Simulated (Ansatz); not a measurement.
# BFH3NO: a dynamics run in two tries

Aim: a short trajectory for this system. SMILES of the start: NB(O)F.

Method: RKS BHLYP-D4/STO-3G, in Ansatz 0.2.0.

### 1 The structure to begin with

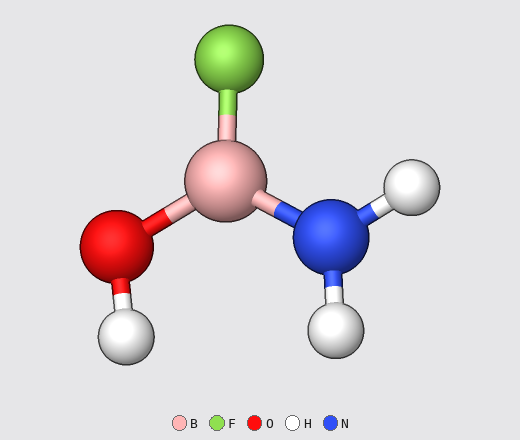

The starting structure, seen from a chosen angle (boron pink, fluorine green, oxygen red, hydrogen white, nitrogen blue).

Structure file:

```xyz
7

B    -0.0326   -0.1754    0.0996
F    -0.1696   -0.2383    1.4136
O     1.2523   -0.2011   -0.3957
H     1.2182   -0.1479   -1.3923
N    -1.1800   -0.0866   -0.7263
H    -2.1325   -0.0683   -0.3497
H    -1.1587   -0.0343   -1.7491
```

### 2 First attempt

File input.yaml:

```yaml
crystal:
  periodic: [false, false, false]
  atoms:
    - { symbol: B, position_ang: [-0.032561, -0.175438, 0.099604] }
    - { symbol: F, position_ang: [-0.169631, -0.238287, 1.413582] }
    - { symbol: O, position_ang: [1.252306, -0.201051, -0.395723] }
    - { symbol: H, position_ang: [1.218214, -0.147926, -1.392303] }
    - { symbol: "N", position_ang: [-1.180025, -0.086614, -0.726277] }
    - { symbol: H, position_ang: [-2.132494, -0.068298, -0.349719] }
    - { symbol: H, position_ang: [-1.158709, -0.034285, -1.749065] }
basis:
  gaussian: { orbitals: STO-3G }
hamiltonian:
  xc: { name: BHLYP }
  dispersion: d4
md:
  timestep: 0.5
  n_steps: 25
  ensemble: npt_langevin
  temperature: 300.0
  initial_velocities: maxwell_boltzmann
  seed: 216094
  friction: 0.02
  pressure: 1.0
```

On the command line:

```
> ansatz run input.yaml --threads 1 --pin off --max-ram 2048MiB --backend cpu --events-out ev --progress --plain --runs-dir out
```

Standard output:

```text
Error: invalid value for `basis.gaussian`: such a run doesn't read md.pressure; remove what it names
```

Run time: 0.03 s. Hardware: 1 thread of Arm Neoverse V1, shared host; peak memory 0.029 GiB.

### 3 Diagnosis

Nothing was computed: the input was turned down at the start. The line that matters: «invalid value for `basis.gaussian`: such a run doesn't read md.pressure; remove what it names»

A barostat needs a periodic cell, and a molecule in free space has none.

Fix: use nve or an nvt ensemble and drop md.pressure.

### 4 The mended input

input.yaml, as its differences from that of step 2:

```diff
@@ -17,4 +17,4 @@
   timestep: 0.5
-  n_steps: 25
-  ensemble: npt_langevin
+  n_steps: 100
+  ensemble: nvt_langevin
   temperature: 300.0
@@ -23,2 +23 @@
   friction: 0.02
-  pressure: 1.0
```

On the command line:

```
> ansatz run input.yaml --threads 1 --pin off --max-ram 2048MiB --backend cpu --events-out ev --progress --plain --runs-dir out
```

The limit on steps is raised as well. From its log:

```text
md step     0: t =     0.00 fs  T =   257.1 K  F+E_penalty+E_count = -6883.96502869 eV  E_kin = 0.232668 eV  (20 SCF iters)
md step     1: t =     0.50 fs  T =   233.7 K  F+E_penalty+E_count = -6883.95113237 eV  E_kin = 0.211461 eV  (26 SCF iters, 3 dispersion substeps)
md step     2: t =     1.00 fs  T =   193.8 K  F+E_penalty+E_count = -6883.91785257 eV  E_kin = 0.175339 eV  (26 SCF iters, 3 dispersion substeps)
[...]
md step    98: t =    49.00 fs  T =   300.4 K  F+E_penalty+E_count = -6883.83895807 eV  E_kin = 0.271800 eV  (26 SCF iters, 3 dispersion substeps)
md step    99: t =    49.50 fs  T =   368.5 K  F+E_penalty+E_count = -6883.86313122 eV  E_kin = 0.333397 eV  (27 SCF iters, 3 dispersion substeps)
md step   100: t =    50.00 fs  T =   332.1 K  F+E_penalty+E_count = -6883.87257808 eV  E_kin = 0.300472 eV  (21 SCF iters, 3 dispersion substeps)
```

It took 96 s on 1 thread of Arm Neoverse V1, shared host; peak memory 0.079 GiB.

With the input mended the run goes through: 100 steps, ending at 332 K.

### 5 Summary of results

```
 quantity                                                                    value
first try                                                                  refused
    cause  a barostat needs a periodic cell, and a molecule in free space has none
```

The fault in the first input was caught at the input check and cost nothing.
